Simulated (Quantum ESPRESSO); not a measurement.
# Cs (Im-3m): from the cell to the phonon bands, part 2 of 3

How does Cs (Im-3m) vibrate, and is this structure a minimum?

Quantum ESPRESSO 7.5; DFT PBE, scalar-relativistic, plane waves, PseudoDojo norm-conserving pseudopotentials.

So far. Step 2 (A first look): No gap opens on this mesh, so smearing is kept; the start stands at 0.10 GPa. Step 4 (Self-consistent run for the response): The cell stands at 0 GPa, close enough for phonons. The relaxed cell has a = 6.157 Å (conventional setting).

**5. Linear response on the mesh**

Linear response treats each wavevector in the unit cell, with no supercell; the 4×4×4 mesh fixes the range of the force constants to be had.

ph.in

```
phonons
&inputph
   prefix = 'x'
   outdir = './tmp'
   fildyn = 'x.dyn'
   tr2_ph = 1.0d-18
   alpha_mix(1) = 0.4
   nmix_ph = 8
   ldisp = .true.
   nq1 = 4
   nq2 = 4
   nq3 = 4
/
```

On the command line:

```sh
$ OMP_NUM_THREADS=1 mpirun -n 4 ph.x -nk 4 -in ph.in > ph.out
```

Output:

```text
[banners, grids, parts of the stress and lines that vanish by symmetry left out]
[banner, memory and clock lines left out]
Program PHONON v.7.5

     ./tmp/x.save/

     IMPORTANT: XC functional enforced from input :
     Exchange-correlation= PBE
                           (   1   4   3   4   0   0   0)
     Any further DFT definition will be discarded
     Please, verify this is what you really want

     G-vector sticks info

     Reading collected, re-writing distributed wavefunctions in ./tmp/

     Dynamical matrices for ( 4, 4, 4)  uniform grid of q-points
     (   8 q-points):
       N         xq(1)         xq(2)         xq(3)
       1   0.000000000   0.000000000   0.000000000
       2   0.000000000  -0.250000000   0.250000000
       3   0.000000000   0.500000000  -0.500000000
       4  -0.250000000   0.750000000  -0.500000000
[...]
Number and degeneracy of irreps per q-point
       N         xq(1)         xq(2)         xq(3)   N irreps
       1   0.000000000   0.000000000   0.000000000       1
        3
       2   0.000000000  -0.250000000   0.250000000       3
     No degeneracy
       3   0.000000000   0.500000000  -0.500000000       3
     No degeneracy
       4  -0.250000000   0.750000000  -0.500000000       3
     No degeneracy
       5   0.000000000   0.000000000   0.500000000       2
        1   2
       6   0.000000000   0.750000000  -0.250000000       3
     No degeneracy
       7   0.500000000  -0.500000000   0.500000000       1
        3
       8   0.000000000   0.000000000  -1.000000000       1
        3

     Calculation of q =    0.0000000   0.0000000   0.0000000

     phonons

     bravais-lattice index     =            3
     lattice parameter (alat)  =      11.6347  a.u.
     unit-cell volume          =     787.4801 (a.u.)^3
     number of atoms/cell      =            1
     number of atomic types    =            1
     kinetic-energy cut-off    =      55.0000  Ry
     charge density cut-off    =     220.0000  Ry
     convergence threshold     =      1.0E-18
     beta                      =       0.4000
     number of iterations used =            8
     Exchange-correlation= PBE
                           (   1   4   3   4   0   0   0)

     celldm(1)=   11.63474  celldm(2)=    0.00000  celldm(3)=    0.00000
     celldm(4)=    0.00000  celldm(5)=    0.00000  celldm(6)=    0.00000

     crystal axes: (cart. coord. in units of alat)
               a(1) = (  0.5000  0.5000  0.5000 )
               a(2) = ( -0.5000  0.5000  0.5000 )
               a(3) = ( -0.5000 -0.5000  0.5000 )

     reciprocal axes: (cart. coord. in units 2 pi/alat)
               b(1) = (  1.0000  0.0000  1.0000 )
               b(2) = ( -1.0000  1.0000  0.0000 )
               b(3) = (  0.0000 -1.0000  1.0000 )

     Atoms inside the unit cell:

     Cartesian axes

     site n.  atom      mass           positions (alat units)
        1  Cs    132.9055   tau(    1) = (    0.00000    0.00000    0.00000  )

     Computing dynamical matrix for
                    q = (   0.0000000   0.0000000   0.0000000 )

     49 Sym.Ops. (with q -> -q+G )

     G cutoff =  754.3554  (  43467 G-vectors)     FFT grid: ( 48, 48, 48)

     number of k points=    29  Marzari-Vanderbilt smearing, width (Ry)=  0.0200

     PseudoPot. # 1 for Cs read from file:
     ./pseudo/Cs.upf
     Pseudo is Norm-conserving + core correction, Zval =  9.0

     Mode symmetry, O_h (m-3m)  point group:

     Atomic displacements:
     There are    1 irreducible representations

     Representation     1      3 modes -  To be done

     Alpha used in Ewald sum =   2.3000

     Representation #   1 modes #   1   2   3

     Self-consistent Calculation
      iter #   1   av.it.:   4.9
      thresh= 1.000E-02 alpha_mix =  0.400 |ddv_scf|^2 =  9.017E-08
      iter #   2   av.it.:   9.3
      thresh= 3.003E-05 alpha_mix =  0.400 |ddv_scf|^2 =  6.173E-09
      iter #   3   av.it.:  10.2
      thresh= 7.857E-06 alpha_mix =  0.400 |ddv_scf|^2 =  3.018E-10
      iter #   4   av.it.:  11.2
      thresh= 1.737E-06 alpha_mix =  0.400 |ddv_scf|^2 =  2.527E-12
[...]
End of self-consistent calculation

     Convergence has been achieved

     Number of q in the star =    1
     List of q in the star:
[...]
Diagonalizing the dynamical matrix

     q = (    0.000000000   0.000000000   0.000000000 )

 **************************************************************************
     freq (    1) =      -0.005157 [THz] =      -0.172004 [cm-1]
     freq (    2) =      -0.005157 [THz] =      -0.172004 [cm-1]
     freq (    3) =      -0.005157 [THz] =      -0.172004 [cm-1]
 **************************************************************************

     Mode symmetry, O_h (m-3m)  point group:

     freq (   1-   3) =         -0.2  [cm-1]   --> T_1u G_15  G_4- I

     Calculation of q =    0.0000000  -0.2500000   0.2500000
     [... set-up and bands at k+q left out ...]

     Mode symmetry, C_2v (mm2)  point group:

     Atomic displacements:
     There are    3 irreducible representations

     Representation     1      1 modes -  To be done

     Representation     2      1 modes -  To be done

     Representation     3      1 modes -  To be done

     Message from routine init_vloc:
     Interpolation table for Vloc re-allocated

     Alpha used in Ewald sum =   2.3000

     Representation #   1 mode #   1

     Self-consistent Calculation

[...]
[... iterations left out ...]
[...]
End of self-consistent calculation

     Convergence has been achieved

     Representation #   2 mode #   2

     Self-consistent Calculation

[...]
[... iterations left out ...]
[...]
End of self-consistent calculation

     Convergence has been achieved

     Representation #   3 mode #   3

     Self-consistent Calculation

[...]
[... iterations left out ...]
[...]
End of self-consistent calculation

     Convergence has been achieved

     Number of q in the star =   12
     List of q in the star:
[...]
Diagonalizing the dynamical matrix

     q = (    0.000000000  -0.250000000   0.250000000 )

 **************************************************************************
     freq (    1) =       0.146001 [THz] =       4.870072 [cm-1]
     freq (    2) =       0.455802 [THz] =      15.203932 [cm-1]
     freq (    3) =       0.725665 [THz] =      24.205565 [cm-1]
 **************************************************************************

     Mode symmetry, C_2v (mm2)  point group:

     freq (   1-   1) =          4.9  [cm-1]   --> B_1  D_3  S_3
     freq (   2-   2) =         15.2  [cm-1]   --> B_2  D_4  S_4
     freq (   3-   3) =         24.2  [cm-1]   --> A_1  D_1  S_1

     Calculation of q =    0.0000000   0.5000000  -0.5000000
     [... set-up and bands at k+q left out ...]

     Mode symmetry, D_2h (mmm)  point group:

     Atomic displacements:
     There are    3 irreducible representations

[...]
Alpha used in Ewald sum =   2.3000

     Representation #   1 mode #   1

[...]
[... iterations left out ...]
[...]
Convergence has been achieved

[...]
Convergence has been achieved

[...]
Convergence has been achieved

     Number of q in the star =    6
     List of q in the star:
[...]
Diagonalizing the dynamical matrix

     q = (    0.000000000   0.500000000  -0.500000000 )

[...]
freq (    1) =       0.200444 [THz] =       6.686096 [cm-1]
     freq (    2) =       0.648395 [THz] =      21.628135 [cm-1]
     freq (    3) =       1.056551 [THz] =      35.242755 [cm-1]
[...]
Mode symmetry, D_2h (mmm)  point group:

     freq (   1-   1) =          6.7  [cm-1]   --> B_2u
     freq (   2-   2) =         21.6  [cm-1]   --> B_1u
     freq (   3-   3) =         35.2  [cm-1]   --> B_3u

     Calculation of q =   -0.2500000   0.7500000  -0.5000000
     [... set-up and bands at k+q left out ...]

     Mode symmetry, C_s (m)     point group:

     Atomic displacements:
     There are    3 irreducible representations

[...]
Alpha used in Ewald sum =   2.3000

[...]
Convergence has been achieved

[...]
Convergence has been achieved

[...]
Convergence has been achieved

     Number of q in the star =   24
     List of q in the star:
[...]
Diagonalizing the dynamical matrix

     q = (   -0.250000000   0.750000000  -0.500000000 )

[...]
freq (    1) =       0.392393 [THz] =      13.088818 [cm-1]
     freq (    2) =       0.729037 [THz] =      24.318070 [cm-1]
     freq (    3) =       0.961980 [THz] =      32.088212 [cm-1]
[...]
Mode symmetry, C_s (m)     point group:

     freq (   1-   1) =         13.1  [cm-1]   --> A'
     freq (   2-   2) =         24.3  [cm-1]   --> A''
     freq (   3-   3) =         32.1  [cm-1]   --> A'

     Calculation of q =    0.0000000   0.0000000   0.5000000
     [... set-up and bands at k+q left out ...]

     Mode symmetry, C_4v (4mm)  point group:

     Atomic displacements:
     There are    2 irreducible representations

[...]
Alpha used in Ewald sum =   2.3000

[...]
Convergence has been achieved

     Representation #   2 modes #   2   3

[...]
Convergence has been achieved

     Number of q in the star =    6
     List of q in the star:
[...]
Diagonalizing the dynamical matrix

     q = (    0.000000000   0.000000000   0.500000000 )

[...]
freq (    1) =       0.663997 [THz] =      22.148566 [cm-1]
     freq (    2) =       0.663997 [THz] =      22.148566 [cm-1]
     freq (    3) =       0.729099 [THz] =      24.320129 [cm-1]
[...]
Mode symmetry, C_4v (4mm)  point group:

     freq (   1-   2) =         22.1  [cm-1]   --> E    G_5 D_5
     freq (   3-   3) =         24.3  [cm-1]   --> A_1  G_1 D_1

     Calculation of q =    0.0000000   0.7500000  -0.2500000
     [... set-up and bands at k+q left out ...]

     Mode symmetry, C_2v (mm2)  point group:

     Atomic displacements:
     There are    3 irreducible representations

[...]
Alpha used in Ewald sum =   2.3000

[...]
Convergence has been achieved

     Representation #   2 mode #   2

[...]
Convergence has been achieved

     Representation #   3 mode #   3

[...]
Convergence has been achieved

     Number of q in the star =   12
     List of q in the star:
[...]
Diagonalizing the dynamical matrix

     q = (    0.000000000   0.750000000  -0.250000000 )

[...]
freq (    1) =       0.675932 [THz] =      22.546676 [cm-1]
     freq (    2) =       0.826568 [THz] =      27.571325 [cm-1]
     freq (    3) =       1.014427 [THz] =      33.837636 [cm-1]
[...]
Mode symmetry, C_2v (mm2)  point group:

     freq (   1-   1) =         22.5  [cm-1]   --> A_1  D_1  S_1
     freq (   2-   2) =         27.6  [cm-1]   --> B_1  D_3  S_3
     freq (   3-   3) =         33.8  [cm-1]   --> B_2  D_4  S_4

     Calculation of q =    0.5000000  -0.5000000   0.5000000
     [... set-up and bands at k+q left out ...]

     Mode symmetry, T_d (-43m)  point group:

     Atomic displacements:
     There are    1 irreducible representations

     Representation     1      3 modes -  To be done

     Alpha used in Ewald sum =   2.3000

     Representation #   1 modes #   1   2   3

     Self-consistent Calculation

[...]
[... iterations left out ...]
[...]
End of self-consistent calculation

     Convergence has been achieved

     Number of q in the star =    2
     List of q in the star:
[...]
2   0.500000000  -0.500000000  -0.500000000

     Diagonalizing the dynamical matrix

     q = (    0.500000000  -0.500000000   0.500000000 )

[...]
freq (    1) =       0.784670 [THz] =      26.173776 [cm-1]
     freq (    2) =       0.784670 [THz] =      26.173776 [cm-1]
     freq (    3) =       0.784670 [THz] =      26.173776 [cm-1]
[...]
Mode symmetry, T_d (-43m)  point group:

     freq (   1-   3) =         26.2  [cm-1]   --> T_2  G_15 P_4

     Calculation of q =    0.0000000   0.0000000  -1.0000000
     [... set-up and bands at k+q left out ...]

     Mode symmetry, O_h (m-3m)  point group:

     Atomic displacements:
     There are    1 irreducible representations

     Representation     1      3 modes -  To be done

     Alpha used in Ewald sum =   2.3000

     Representation #   1 modes #   1   2   3

     Self-consistent Calculation

      iter #   1   av.it.:   5.1
      thresh= 1.000E-02 alpha_mix =  0.400 |ddv_scf|^2 =  3.103E-07

      [... iterations left out ...]
      iter #   9   av.it.:  11.5
      thresh= 2.341E-10 alpha_mix =  0.400 |ddv_scf|^2 =  6.573E-19

     End of self-consistent calculation

     Convergence has been achieved

     Number of q in the star =    1
     List of q in the star:
          1   0.000000000   0.000000000  -1.000000000

     Diagonalizing the dynamical matrix

     q = (    0.000000000   0.000000000  -1.000000000 )

 **************************************************************************
     freq (    1) =       0.979937 [THz] =      32.687167 [cm-1]
     freq (    2) =       0.979937 [THz] =      32.687167 [cm-1]
     freq (    3) =       0.979937 [THz] =      32.687167 [cm-1]
 **************************************************************************

     Mode symmetry, O_h (m-3m)  point group:

     freq (   1-   3) =         32.7  [cm-1]   --> T_1u G_15  G_4-


[key lines of the parts left out:]
the Fermi energy is     2.1964 ev
```

Wall time 25 min (4 MPI ranks of Arm Neoverse V1, shared host).

This step gave:

* largest acoustic frequency at the zone centre before the sum rule: -0.17 cm⁻¹
* lowest mode on the q mesh (acoustic ones at the zone centre apart): 4.87 cm⁻¹

Frequencies (cm⁻¹) at each irreducible wavevector; negative means imaginary. Frequencies by wavevector:

| q (fractions) | star | mode 1 | mode 2 | mode 3 |
| --- | --- | --- | --- | --- |
| 0 0 0 | 1 | -0.17 | -0.17 | -0.17 |
| 0 0 0.25 | 12 | 4.87 | 15.2 | 24.21 |
| 0 0 -0.5 | 6 | 6.69 | 21.63 | 35.24 |
| 0 0.25 -0.5 | 24 | 13.09 | 24.32 | 32.09 |
| 0.25 0.25 0.25 | 6 | 22.15 | 22.15 | 24.32 |
| 0.25 0.25 -0.5 | 12 | 22.55 | 27.57 | 33.84 |
| 0.25 -0.25 0.25 | 2 | 26.17 | 26.17 | 26.17 |
| -0.5 -0.5 -0.5 | 1 | 32.69 | 32.69 | 32.69 |

The acoustic modes at Γ come out as far as 0.2 cm⁻¹ from zero, where they should vanish, a small numerical error.

**6. Fourier transform to real space**

The dynamical matrices of the mesh are Fourier-transformed to force constants in real space.

q2r.in

```
&input
   fildyn = 'x.dyn'
   zasr = 'simple'
   flfrc = 'x.fc'
/
```

On the command line:

```sh
$ q2r.x < q2r.in > q2r.out
```

Output:

```text
[banners, grids, parts of the stress and lines that vanish by symmetry left out]
[banner, memory and clock lines left out]
Program Q2R v.7.5

  reading grid info from file x.dyn0

  reading force constants from file x.dyn1
  Dielectric Tensor not found
  nqs=            1
 q=   0.00000000  0.00000000  0.00000000
  reading force constants from file x.dyn2
  nqs=           12
 q=   0.00000000 -0.25000000  0.25000000
[...]
reading force constants from file x.dyn7
  nqs=            2
[...]
q=   0.50000000 -0.50000000 -0.50000000
  reading force constants from file x.dyn8
  nqs=            1
 q=   0.00000000  0.00000000 -1.00000000

      q-space grid ok, #points =   64

      fft-check success (sum of imaginary terms < 10^-12)
```

It took 0.46 s on 1 thread.

**7. Interpolated phonon bands**

From the force constants any wavevector is cheap; points of the mesh come back as solved, but for the sum rule and, in polar crystals, the LO-TO term at Γ; the rest is interpolation.

matdyn.in

```
&input
   asr = 'simple'
   flfrc = 'x.fc'
   flfrq = 'x.freq'
   flvec = 'x.modes'
   q_in_band_form = .true.
   q_in_cryst_coord = .true.
/
8
  0.0000000   0.0000000   0.0000000  12  ! GAMMA
  0.5000000   0.5000000  -0.5000000  12  ! H
  0.5000000  -0.0000000  -0.5000000  12  ! N
  0.0000000   0.0000000   0.0000000  12  ! GAMMA
  0.7500000   0.2500000  -0.2500000  12  ! P
  0.5000000   0.5000000  -0.5000000   1  ! H
  0.7500000   0.2500000  -0.2500000  12  ! P
  0.5000000  -0.0000000  -0.5000000   1  ! N
```

On the command line:

```sh
$ matdyn.x -in matdyn.in > matdyn.out
```

Output:

```text
[banner, memory and clock lines left out]
Program MATDYN v.7.5

 mass for atomic type   1 not given; uses mass from file x.fc
     Message from routine matdyn:
     Z* not found in file x.fc, TO-LO splitting at q=0 will be absent!
     Message from routine matdyn:
     Z* not found in file x.fc, TO-LO splitting at q=0 will be absent!

Note: The following floating-point exceptions are signalling: IEEE_UNDERFLOW_FLAG
```

It took 0.46 s on 1 thread.

This step gave:

* lowest frequency on the path: 0 cm⁻¹
* mean frequency: 22.4 cm⁻¹
* Debye temperature (second moment): 44 K
* logarithmic mean frequency: 20.4 cm⁻¹

Matdyn.x, sum rule simple. Phonon branches along the path, in cm⁻¹:

| point | branch 1 | branch 2 | branch 3 |
| --- | --- | --- | --- |
| Γ | 0 | 0 | 0 |
| H | 33 | 33 | 33 |
| N | 7 | 22 | 35 |
| Γ | 0 | 0 | 0 |
| P | 26 | 26 | 26 |
| H | 33 | 33 | 33 |
| jump to P | 26 | 26 | 26 |
| N | 7 | 22 | 35 |

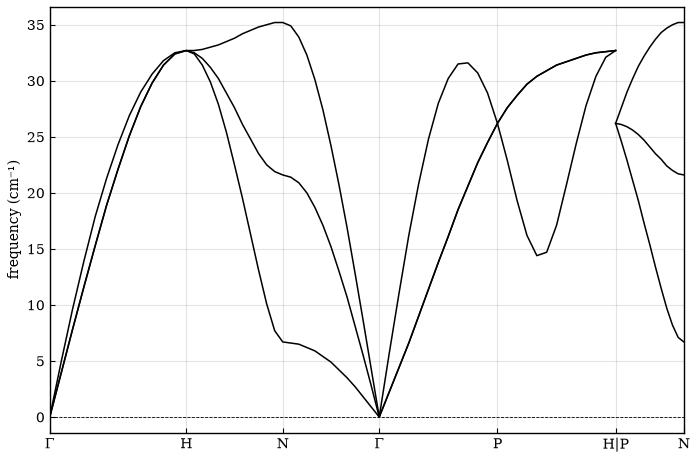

Phonon branches along the path.

Lowest modes at the softest wavevector of the mesh; phase exp(i q.(R + tau)). Modes at q = (0.250, 0.250, 0.000):

| mode | frequency (cm⁻¹) |
| --- | --- |
| 1 | 4.9 |
| 2 | 15.2 |
| 3 | 24.2 |

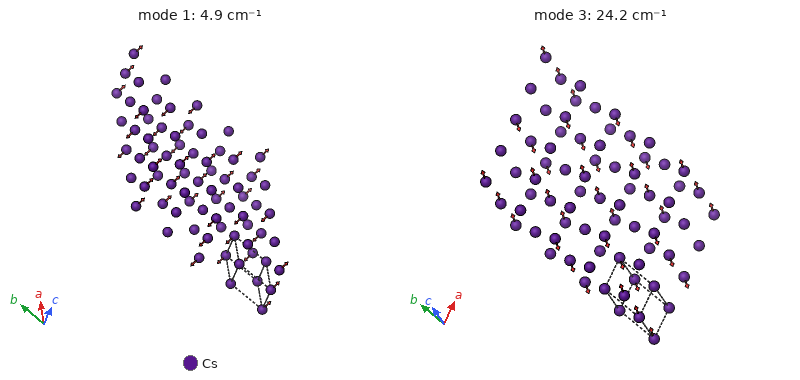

Displacement patterns of modes 1 and 3 at q = (0.250, 0.250, 0.000); arrows are exaggerated. 4×4×2 cells are drawn. The axes are those of the cell as run, not the conventional ones. Some periodic images of atoms are drawn too.

Force constants by pair (phonopy on the run's constants); pairs near half the supercell's span include their periodic images. Pair force constants, by row:

| atom | neighbour | distance (Å) | third of the trace (eV/Å²) | along the pair's line (eV/Å²) |
| --- | --- | --- | --- | --- |
| Cs1 | itself | 0 | 0.2783 | – |
| Cs1 | Cs | 5.332 | -0.0322 | -0.1057 |
| Cs1 | Cs | 6.157 | -0.0066 | -0.0175 |

Harmonic mean-square displacement, third of the trace. Mean-square displacements:

| T (K) | Cs1 U_eq (Å²) |
| --- | --- |
| 0 | 0.00693 |
| 100 | 0.07127 |
| 300 | 0.213 |
| 600 | 0.4258 |

Mode patterns, pair constants, displacements and means over the zone were worked out by phonopy from the force constants of q2r.x.

All branches are real along the path.

**8. Density of states**

Sums over the zone need many more wavevectors than were solved, so the interpolation is sampled on a dense mesh.

matdyn.in

```
&input
   asr = 'simple'
   flfrc = 'x.fc'
   dos = .true.
   fldos = 'x.dos'
   nk1 = 10
   nk2 = 10
   nk3 = 10
   deltaE = 0.3
/
```

On the command line:

```sh
$ matdyn.x -in matdyn.in > matdyn.out
```

Output:

```text
[banner, memory and clock lines left out]
Program MATDYN v.7.5

 mass for atomic type   1 not given; uses mass from file x.fc
     Message from routine matdyn:
     Z* not found in file x.fc, TO-LO splitting at q=0 will be absent!

Note: The following floating-point exceptions are signalling: IEEE_UNDERFLOW_FLAG
```

Wall time 0.55 s (1 thread).

Read from the output:

```yaml
share_of_modes_beyond_3i_cm_minus1_on_the_dense_interpolated_mesh: 0
zero_point_energy_per_atom: 4.15 meV
heat_capacity_at_300_k: 24.92 J/(mol atoms K)
vibrational_entropy_at_300_k: 82.71 J/(mol atoms K)
```

The phonon density of states has structure finer than the step of the table below, so its rows give means over 2 cm⁻¹, whole bins alone (the curve runs from 0 to 35.4 cm⁻¹). Peaks (cm⁻¹: height): 24.9: 0.130, 32.7: 0.292.

Tetrahedra. Phonon density of states against wavenumber; means over each step:

| wavenumber (cm⁻¹) | phonon density of states (1/cm⁻¹/cell) |
| --- | --- |
| 2 | 0.00181 |
| 4 | 0.00582 |
| 6 | 0.0167 |
| 8 | 0.0451 |
| 10 | 0.0817 |
| 12 | 0.0969 |
| 14 | 0.108 |
| 16 | 0.0901 |
| 18 | 0.0839 |
| 20 | 0.0938 |
| 22 | 0.121 |
| 24 | 0.125 |
| 26 | 0.112 |
| 28 | 0.0962 |
| 30 | 0.106 |
| 32 | 0.214 |
| 34 | 0.0955 |

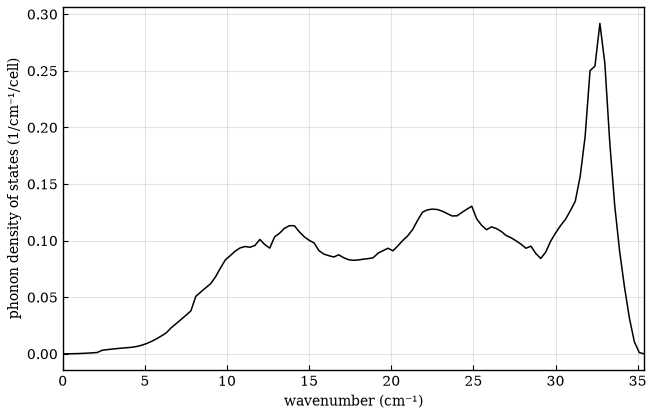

Phonon density of states against wavenumber.

Harmonic thermodynamic functions per atom, summed over the density of states scaled to three modes an atom; melting is ignored. Thermodynamic functions:

| T (K) | F_vib (meV/atom) | S (J/mol-atom/K) | C_V (J/mol-atom/K) |
| --- | --- | --- | --- |
| 0 | 4.15 | 0 | 0 |
| 50 | -6.52 | 38.48 | 24 |
| 100 | -31.33 | 55.41 | 24.7 |
| 200 | -98.68 | 72.61 | 24.88 |
| 300 | -179.5 | 82.71 | 24.92 |
| 400 | -269.1 | 89.88 | 24.93 |
| 500 | -365.3 | 95.44 | 24.93 |
| 600 | -466.6 | 99.99 | 24.94 |
| 700 | -572.3 | 103.8 | 24.94 |
| 800 | -681.7 | 107.2 | 24.94 |
| 900 | -794.3 | 110.1 | 24.94 |
| 1000 | -909.8 | 112.7 | 24.94 |

At 300 K the heat capacity has reached 100 % of the Dulong-Petit value.

(Part 2 of 3 ends here.)

[Host names and launcher messages were left out of these logs when they were recorded.]

[Logs are printed without paths, hosts, clocks, repeated set-up lines and the standing remarks that a program may print on its own settings, such as how far it seeks lower states.]

[Hosts, paths, dates, database ids (printed as entryN), source tags and the programs' standing remarks are cut or masked in the printed files.]
